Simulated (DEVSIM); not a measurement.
Structure: illuminated GaAs p-on-n cell, one wavelength, at 300 K.

```
layer (left to right)  material  thickness (μm)  Nd (cm⁻³)  Na (cm⁻³)   τn (s)   τp (s)  absorption coefficient (cm⁻¹)
---------------------  --------  --------------  ---------  ---------  -------  -------  -----------------------------
1                          GaAs           0.590          -     9.8e17  6.4e-10  4.7e-10                          24000
2                          GaAs           0.800     2.3e15          -  7.8e-10  7.8e-10                          24000
```

Left contact: ohmic, minority electron recombination velocity 70 cm/s. Right contact: ohmic, minority hole recombination velocity 4000 cm/s. Voltage is applied to the left contact. Recombination: SRH at mid-gap, radiative, Auger. Light enters at the left, 4.1e16 photons cm⁻² s⁻¹, one pass, no reflection. Mobility is μmin + (μ − μmin)/(1 + (N/Nref)^α).

The device is made up for the run: typed textbook-type constants, with dimensions and the other settings drawn at random. Values at 300 K.

| parameter | GaAs |
|---|---|
| gap (eV) | 1.424 |
| affinity (eV) | 4.07 |
| permittivity | 12.9 |
| Nc (cm⁻³) | 4.7e17 |
| Nv (cm⁻³) | 9e18 |
| μn (cm²/Vs) | 8500 |
| μp (cm²/Vs) | 400 |
| μn,min | 500 |
| μp,min | 20 |
| Nref,n | 6e16 |
| Nref,p | 1.5e17 |
| αn | 0.39 |
| αp | 0.38 |
| B (cm³/s) | 2e-10 |
| Cn (cm⁶/s) | 1e-30 |
| Cp (cm⁶/s) | 1e-30 |

Model (solved in DEVSIM): 1D drift-diffusion, Boltzmann statistics, complete ionisation; no tunnelling, impact ionisation, image-force lowering or self-heating.

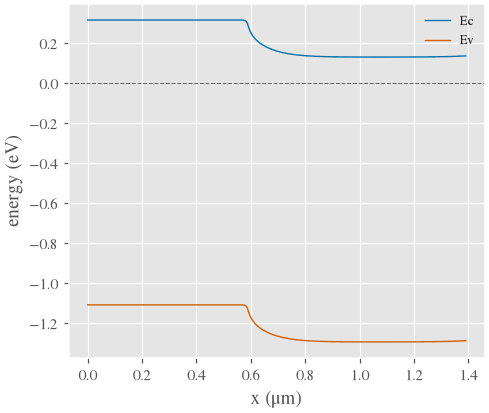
*Band edges at 1.05 V on the left contact, in the dark*

Energies count from the Fermi level of the right contact; mesh points crowd at the junctions.

```
x (μm)   Ec (eV)  Ev (eV)  n (cm⁻³)  p (cm⁻³)  field (V/cm)
-------  -------  -------  --------  --------  ------------
0.000      0.317   -1.107    2.1e12    9.8e17           ≈ 0
0.01487    0.317   -1.107    2.1e12    9.8e17           ≈ 0
0.04061    0.317   -1.107    2.1e12    9.8e17           ≈ 0
0.07851    0.317   -1.107    2.1e12    9.8e17           ≈ 0
0.1644     0.317   -1.107    2.1e12    9.8e17           ≈ 0
0.2724     0.317   -1.107    2.2e12    9.8e17           ≈ 0
0.4034     0.317   -1.107    2.2e12    9.8e17           ≈ 0
0.4993     0.317   -1.107    2.2e12    9.8e17           ≈ 0
0.5416     0.317   -1.107    2.2e12    9.8e17           ≈ 0
0.5704     0.316   -1.108    2.3e12    9.7e17          -870
0.5869     0.301   -1.123    4.1e12    5.4e17        -32000
0.6065     0.239   -1.185    4.6e13    4.8e16        -20000
0.6311     0.204   -1.220    1.8e14    1.2e16        -11000
0.6742     0.171   -1.253    6.2e14    3.5e15         -5400
0.7671     0.142   -1.282    1.9e15    1.1e15         -1600
0.8855     0.133   -1.291    2.7e15    7.3e14          -300
1.064      0.132   -1.292    2.9e15    6.2e14           ≈ 0
1.194      0.132   -1.292    2.8e15    6.0e14            66
1.295      0.133   -1.291    2.7e15    6.2e14           230
1.340      0.135   -1.289    2.6e15    6.5e14           410
1.369      0.136   -1.288    2.4e15    6.9e14           600
1.390      0.138   -1.286    2.3e15    7.3e14           780
```
